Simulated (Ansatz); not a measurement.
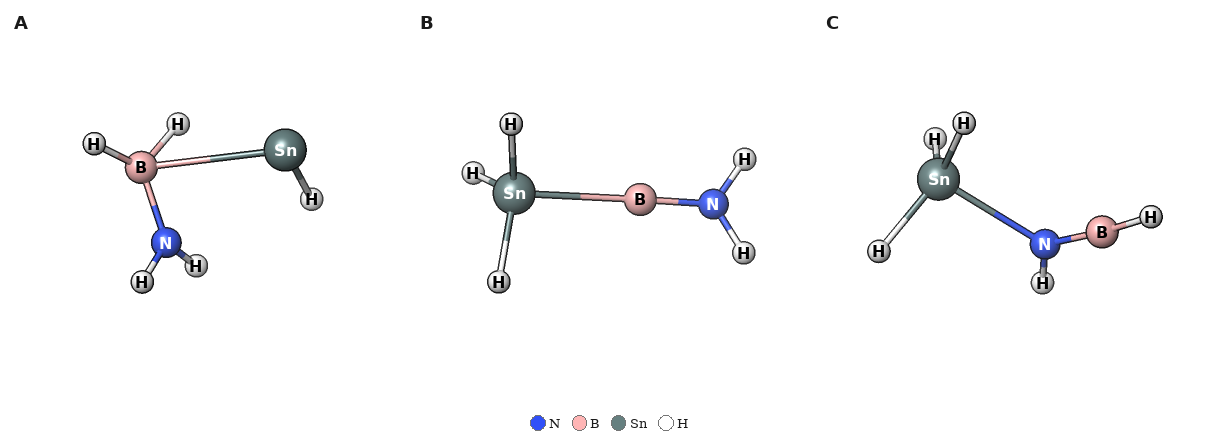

3 stationary structures of one formula. State: charge +1, singlet. Geometries: PBE0-D4/def2-TZVP. Electronic energies: RHF-CCSD(T) (frozen core)/def2-TZVPP (Ansatz 0.2.0), without zero-point energy. No frequency run is at hand to confirm each as a minimum. Each is one conformer, not always the lowest.

> Rank them by energy, lowest first.

A is lowest (C1); C lies 0.872 eV above it (Cs), B lies 1.167 eV above it.
